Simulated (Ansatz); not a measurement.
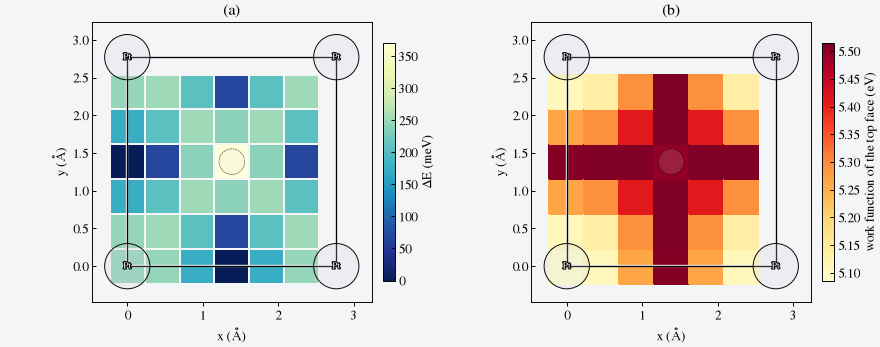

H on a Pt(100) slab cut from the Fm-3m phase, its upper half relaxed before the scan (3 atoms of substrate and one adsorbate in a 1 × 1 cell). H is moved over the surface cell; relaxed at each place: the height of the adsorbate's atoms; substrate rigid; the origin of the map has the adsorbate above Pt3. Places are given modulo a cell vector. The map is drawn in real space over the plane of the surface. The grid has 6 × 6 points; 10 points were computed and 26 follow by symmetry. Energies are in meV, from the lowest grid point. With one adsorbate in each 1 × 1 cell, its nearest image is 2.8 Å away, so neighbouring adsorbates interact. Method: DFT PBEsol, scalar-relativistic, plane waves, PAW (Ansatz 0.2.0). Settings: cutoff 420 eV, k-mesh 10×10×1, gaussian smearing 0.1 eV, no spin polarisation.

Panel (a) is the energy; panel (b) is the computed work function of the top face, in eV.

In the figure: one coloured cell a grid point, labelled circles for the atoms of the top layer and small ones for the second layer, the outline of one cell of the plane.

How does the work function of the top face vary over the map, and what is it at the lowest grid point?

Answer. It runs from 5.09 eV at the top site over a surface Pt atom, (0/6, 0/6) of the cell vectors to 5.52 eV at (2/6, 3/6) of the cell vectors [nearest 2 Pt at 1.83 Å]. At the lowest grid point, a bridge site between two Pt atoms, (0/6, 3/6) of the cell vectors, it is 5.51 eV.

```csv
"second ↓, first →",0/6,1/6,2/6,3/6,4/6,5/6
5/6,5.11,5.14,5.30,5.51,5.30,5.14
4/6,5.27,5.30,5.41,5.52,5.41,5.30
3/6,5.51,5.51,5.52,5.50,5.52,5.51
2/6,5.27,5.30,5.41,5.52,5.41,5.30
1/6,5.11,5.14,5.30,5.51,5.30,5.14
0/6,5.09,5.11,5.27,5.51,5.27,5.11
```

PAW datasets: the set soft_1.
